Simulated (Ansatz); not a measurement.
**Ti (Titanium) (001): surface energy and levels**

This session takes Ti (Titanium) and sets out to compute energy, relaxation and work function or band edges of the (001) face.

Computed with Ansatz 0.2.0 (DFT r2SCAN, scalar-relativistic, plane waves, PAW, unless a step's input says otherwise).

1 further run of the same task is left out (set aside as unsound or not needed).

**1. The system as given**

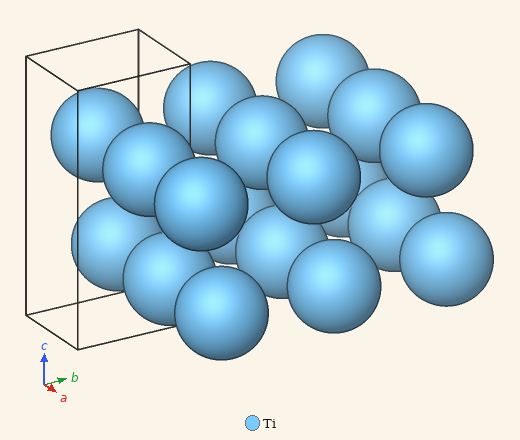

Start, viewed slightly off an axis; titanium blue. 3×3×1 cells are drawn.

As a file:

```
Ti
1.0
     2.93519    0.00000    0.00000
    -1.46759    2.54195    0.00000
     0.00000    0.00000    4.63805
Ti
2
Cartesian
  0.0000 1.6946 1.1595
  1.4676 0.8473 3.4785
```

This cell was relaxed beforehand with the same method: volume 17.30 Å³/atom, gap on the mesh none (metal).

**2. The bulk in the cell of the plane**

File input.yaml:

```yaml
crystal:
  lattice:
    - [2.9351862674, 0.0, 0.0]
    - [-1.4675931337, 2.5419458724, 0.0]
    - [0.0, 0.0, 4.6380487269]
  atoms:
    - { symbol: Ti, position: [0.3333333333, 0.6666666667, 0.25] }
    - { symbol: Ti, position: [0.6666666667, 0.3333333333, 0.75] }
basis:
  ecutwfc: 500
kpoints:
  mp_grid: { grid: [12, 12, 8] }
hamiltonian:
  xc: r2scan
scf:
  occupations: { method: gaussian, width: 0.1 }
output:
  forces: true
  stress: true
  eigenvalues: true
```

Command:

```
$ ansatz run input.yaml --threads 1 --pin off --max-ram 2560MiB --backend cpu --events-out ev --progress --plain --runs-dir out
```

Log, cut to the lines that bear on the results:

```text
Warning: RAYON_NUM_THREADS=1 ignored (pool sized by the plan → 1); use --threads N
[...]
Pseudopotentials: kind: paw
Pseudopotential: Ti, paw, valence charge 12, recommended cutoff 500 eV (meta_gga), Ti.paw.azcp
Functional definition: r2SCAN
[...]
Crystal: 2 atoms, lattice volume = 34.605 Å³
Basis set: ecut = 500 eV, 881 PW (Γ), exchange–correlation on 96×96×144 points (64 copies of the dense FFT grid, shifted against one another)
Bands: 16, of which v1, the nominal top of the filled ones, is band 12 counted from 1 (11 counted from 0)
Symmetry: 24 space group operations
Space group: P63/mmc (ITA 194), of the structure as read, at distance tolerance 3.3e-5 Å
k-points: 95 of 1152
[...]
SCF iter   1: F=—  HF=-5008.698620 eV  |F-HF|=—  |Δ(HF+E_count)|=         —  Δρ=1.67e-2  dr2=8.56e-2  dr2_τ=1.58e-2  ethr=1.77e-3  ⟨swp⟩=3.5  Hψ=6288  notcnv=0
[...]
SCF iter   6: F=-5008.743459 eV  HF=-5008.743459 eV  |F-HF|=3.84e-10  |Δ(HF+E_count)|=   3.07e-8  Δρ=4.31e-6  dr2=3.63e-9  dr2_τ=2.67e-10  ethr=3.61e-10  ⟨swp⟩=2.3  Hψ=5662  notcnv=0
[...]
SCF converged after 6 iterations
Free energy (F): -5008.743459 eV
[...]
E sigma→0 (E₀):  -5008.738858 eV
Entropy (-TS):   -0.009204 eV (-4.602 meV/atom)
Fermi energy:    13.498343 eV
[...]
--- Forces (eV/Å), atoms counted from 1 ---
  atom   1  Ti     0.00000000    -0.00000000     0.00000000
  atom   2  Ti     0.00000000     0.00000000     0.00000000
[...]
--- Stress (GPa, compression-positive) ---
        0.017457       0.000000       0.000000
       -0.000000       0.017457       0.000000
        0.000000       0.000000       0.009987
  P = ⅓ Tr σ = 0.0150 GPa (0.150 kbar)
--- Band table (eV; the first three rows and the last of 95) ---
  k-point 0: bands = ["-45.7778", "-45.6314", "-21.3308", "-20.6605", "-20.6605", "-20.5832", "-20.5556", "-20.5556", "6.8224", "10.6038", "14.0755", "14.3355", "14.3355", "14.4617", "14.8722", "14.8722"]
[...]
```

Run time: 6.5 s. Hardware: 1 thread of Arm Neoverse V1, shared host; peak memory 0.41 GiB.

The bulk reference has the slab's in-plane cell, mesh and smearing. Its energy with the smearing taken to zero: -2504.3694 eV/atom.

**3. The (001) slab**

Miller indices refer to the conventional cell of the relaxed bulk, P6_3/mmc (No. 194): a = 2.935 Å, b = 2.935 Å, c = 4.638 Å, α = 90.00°, β = 90.00°, γ = 120.00°.

The slab is a (001) slab, 9.3 Å thick as cut, with 15 Å of vacuum; its outer planes are Ti (top) and Ti (bottom).

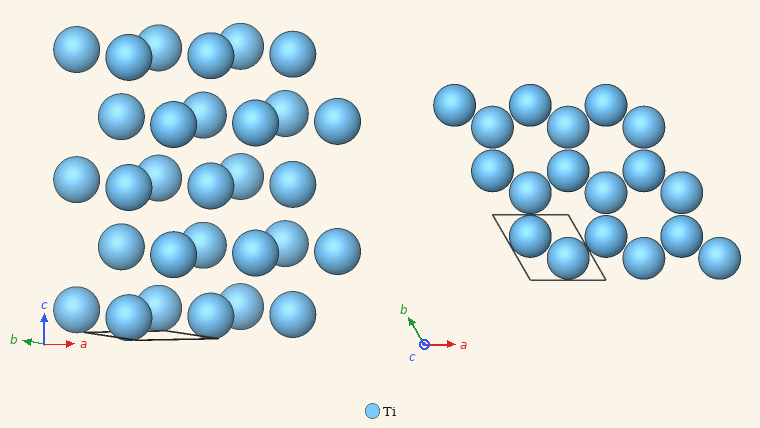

The slab as cut, seen from the side (left, normal up) and from above (right); titanium blue. 3×3 surface cells are drawn (two deep in side views), with atoms on the cell's edges repeated; the outline under the slab is one cell, and the vacuum is left out.

**4. The slab as cut, atoms at the bulk's places**

The cell repeats along c, and a dipole correction in the vacuum removes the field between the copies.

File input.yaml:

```yaml
crystal:
  lattice:
    - [2.9351862674, 0.0, 0.0]
    - [-1.4675931337, 2.5419458724, 0.0]
    - [0.0, 0.0, 24.2760974538]
  atoms:
    - { symbol: Ti, position: [0.3333333333, 0.6666666667, 0.308945868] }
    - { symbol: Ti, position: [0.6666666667, 0.3333333333, 0.404472934] }
    - { symbol: Ti, position: [0.3333333333, 0.6666666667, 0.5] }
    - { symbol: Ti, position: [0.6666666667, 0.3333333333, 0.595527066] }
    - { symbol: Ti, position: [0.3333333333, 0.6666666667, 0.691054132] }
basis:
  ecutwfc: 500
kpoints:
  mp_grid: { grid: [12, 12, 1] }
hamiltonian:
  xc: r2scan
scf:
  occupations: { method: gaussian, width: 0.1 }
output:
  forces: true
  stress: true
  eigenvalues: true
efield:
  axis: 3
  dipole_correction: true
```

Command:

```
$ ansatz run input.yaml --threads 1 --pin off --max-ram 2560MiB --backend cpu --events-out ev --progress --plain --runs-dir out
```

Log, cut to the lines that bear on the results:

```text
Warning: RAYON_NUM_THREADS=1 ignored (pool sized by the plan → 1); use --threads N
[...]
Pseudopotentials: kind: paw
Pseudopotential: Ti, paw, valence charge 12, recommended cutoff 500 eV (meta_gga), Ti.paw.azcp
Functional definition: r2SCAN
[...]
Crystal: 5 atoms, lattice volume = 181.126 Å³
Basis set: ecut = 500 eV, 4673 PW (Γ), exchange–correlation on 96×96×720 points (64 copies of the dense FFT grid, shifted against one another)
Bands: 36, of which v1, the nominal top of the filled ones, is band 30 counted from 1 (29 counted from 0)
Symmetry: 6 space group operations
k-points: 19 of 144 (time reversal used)
[...]
SCF iter   1: F=—  HF=-12519.641587 eV  |F-HF|=—  |Δ(HF+E_count)|=         —  Δρ=1.41e-2  dr2=1.35e0  dr2_τ=4.55e-2  ethr=1.77e-3  p=-0.000 e·Å  D=-3.73e-14 V/Å  ΔV_dip=0.00 eV  dr2_dipole=1.05e-7  V_vac-E_F(+/−)=4.02/4.02 eV  ⟨swp⟩=8.7  Hψ=3272  notcnv=0
[...]
SCF converged after 10 iterations
Free energy (F): -12519.702486 eV
[...]
E sigma→0 (E₀):  -12519.676641 eV
Entropy (-TS):   -0.051689 eV (-10.338 meV/atom)
Fermi energy:    4.166197 eV
Dipole field:    D = 0.000001 V/Å  (p = 0.000001 e·Å, saw-weighted, corrected)
Work function:   Φ+ = 4.6371 eV   Φ− = 4.6372 eV
Levels:          The Fermi level and band energies are counted from a zero that moves with the ramp; work functions are not
[...]
--- Forces (eV/Å), atoms counted from 1 ---
  atom   1  Ti     0.00000000    -0.00000000     0.55317610
  atom   2  Ti     0.00000000     0.00000000    -0.65754539
  atom   3  Ti     0.00000000    -0.00000000    -0.00000006
  atom   4  Ti    -0.00000000     0.00000000     0.65754478
  atom   5  Ti     0.00000000    -0.00000000    -0.55317601
[...]
--- Stress (GPa, compression-positive) ---
       -1.509404       0.000000      -0.000000
        0.000000      -1.509404      -0.000000
       -0.000000       0.000000      -1.841738
  P = ⅓ Tr σ = -1.6202 GPa (-16.202 kbar)
--- Band table (eV; the first three rows and the last of 19) ---
[...]
```

Wall time 32 s (1 thread of Arm Neoverse V1, shared host); peak memory 0.79 GiB.

Read from this run: work function 4.64 eV.

[end of part 1 of 2]
